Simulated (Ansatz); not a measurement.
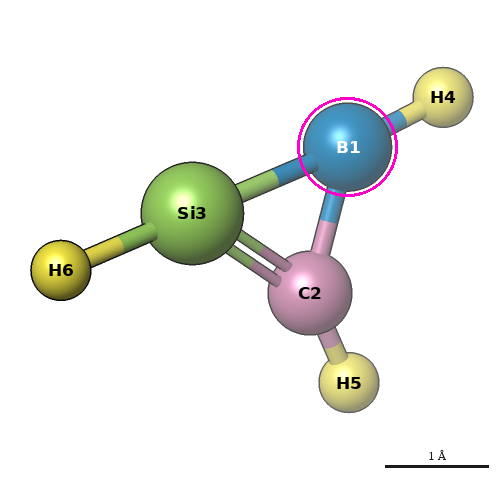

Simulated data, not a measurement (program: Ansatz).

Orthographic view. Depth is shown by fading: the farther an atom, the more it takes the colour of the background. Geometry: moved along internal coordinates away from the minimum.

> Which atoms are bonded to the circled atom?

The circled atom is B1; it is bonded to C2, Si3, H4.

> Which two atoms are farthest apart in space?

H4 and H6, 4.68 Å.

> Which atom is nearest the viewer?

H6, 1.5 Å in front of the mean position.
